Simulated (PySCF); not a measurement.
**C6H11F: density, localisation and related maps**

```xyz
18

C     2.0961   -0.4674   -0.0704
C     0.6225   -0.4294    0.3045
C    -0.3241   -0.8231   -0.8308
C    -1.6834   -0.3442   -0.3269
C    -1.3811    0.9864    0.3783
C     0.1202    0.9676    0.7016
F     0.7590    1.9393   -0.0504
H     2.7132   -0.1673    0.7736
H     2.2921    0.2093   -0.8981
H     2.3784   -1.4741   -0.3687
H     0.4452   -1.0918    1.1583
H    -0.3031   -1.8915   -1.0387
H    -0.0446   -0.2849   -1.7377
H    -2.4082   -0.2249   -1.1301
H    -2.0836   -1.0643    0.3889
H    -1.5734    1.8302   -0.2843
H    -1.9822    1.1163    1.2767
H     0.3482    1.2201    1.7426
```

Geometry: GFN2-xTB.

The calculation used PBE0/def2-SVPD, SCF density, gas phase in PySCF 2.14.0.

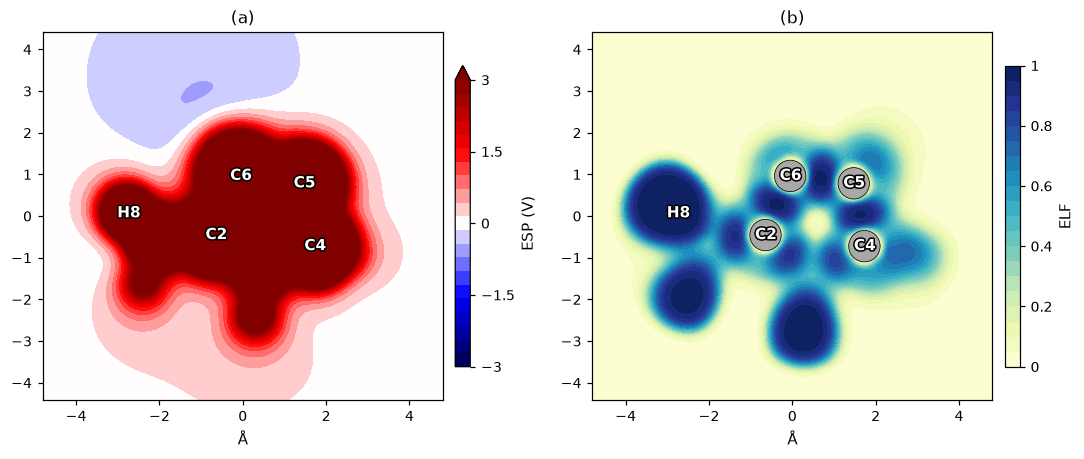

Figure 1. (a) molecular electrostatic potential; (b) ELF on the plane of atoms C2, C6 and C5. Grey discs cover the atomic cores in the ELF map.

**What do the fields say about this system?**

The plane passes through C and H nuclei.
C–C (1.54 Å): the ELF peaks at about 0.95 between the atoms, as expected for localised, covalent bonding.
Outside the dense part of the molecule the potential is most negative (−0.4 V) near F7, which lies off the plane.

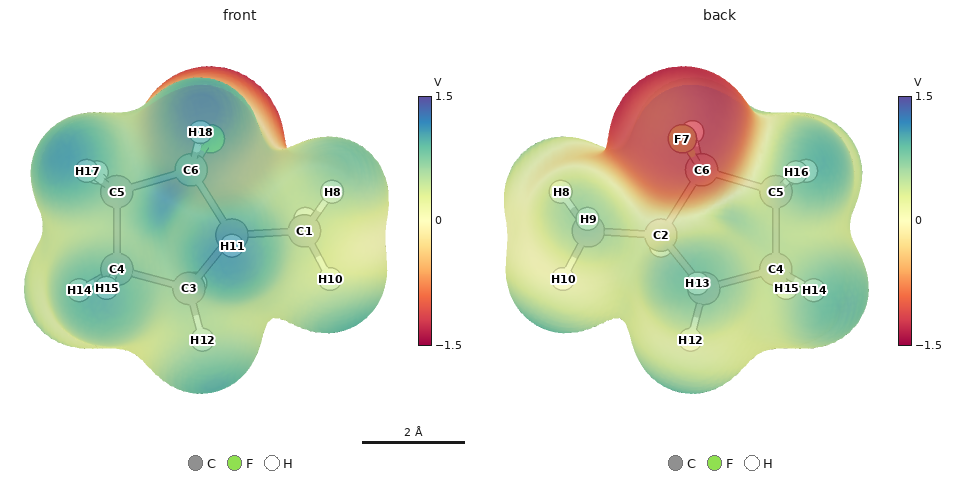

Figure 2. The molecular electrostatic potential painted on the density surface at 0.004 e/bohr³, seen from the front and from behind; the colour scale runs from red (negative) to blue (positive).

**Which sites attract a positive test charge, and which a negative one?**

A positive charge is drawn to the negative regions and a negative charge to the positive ones. The most negative region (about −1.3 V) lies over F7, the most positive (about +1.1 V) over the C and H atoms.

**How polar is the molecule by this calculation?**

Its dipole moment is 1.82 D.

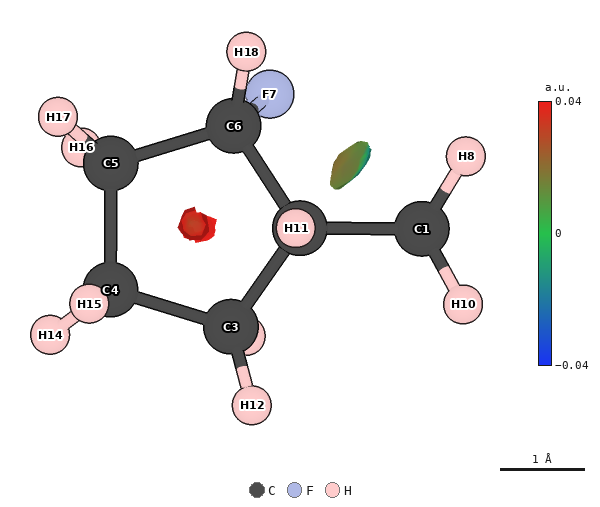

Figure 3. Non-covalent interaction (NCI) plot: the surface where the reduced density gradient is 0.5, for densities under 0.05 a.u., coloured by sign(λ₂)ρ; seen across its widest extent.

**What holds or crowds the atoms apart from the covalent bonds?**

- Between F7 and C6 on one side and C1 and H9 on the other: a weak contact, attractive (blue-green) on one side and crowded (olive to red) on the other
- Inside the ring or cage of C2, C3, C4, C5 and C6: steric crowding (red)
